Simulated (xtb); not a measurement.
Geometry relaxation of CH3FS2Si (part 4 of 4)

The same run, continued: CH3FS2Si; GFN1-xTB (xtb 6.7.1). 

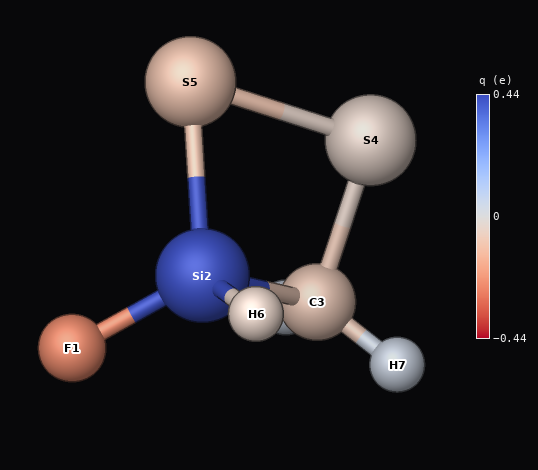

*Mulliken charges, as the colour of each atom (ball-and-stick view, seen at a tilt; atoms are numbered from 1 in the order of the input).*

By element: F −0.24, Si +0.42, C −0.08, S −0.09 to −0.04 and H −0.04 to +0.04 e.

This output came from the following input.

Input file (struc.xyz)
```
8
start
F     -1.90060     0.99754    -0.71668
Si    -0.49538     0.84300     0.30978
C      0.23204    -0.90981    -0.00121
S      1.89234    -0.46111    -0.56724
S      1.14489     1.49000    -0.72681
H     -0.82546     1.27947     1.57018
H      0.22181    -1.52191     0.98587
H     -0.25480    -1.47990    -0.76296
```

Command:
```bash
xtb struc.xyz --chrg 0 --gfn1 --opt normal | tee xtb.out
```

Results in brief

```csv
quantity,value
outcome,converged
electrons treated,30
total energy,−18.228873 hartree
dispersion energy,−0.003598 hartree
basis functions,44
HOMO,−10.57 eV
LUMO,−7.29 eV
dipole moment,1.62 D
hardware,"1 thread of Intel Xeon @ 2.50GHz (Skylake/Cascade Lake), 189 GiB of memory available, shared host"
peak memory,0.072 GiB
```

Remarks

Settings chosen away from the usual ones: method = gfn1-xtb; task = optimise; opt_level = normal; x = {}; partner = base.
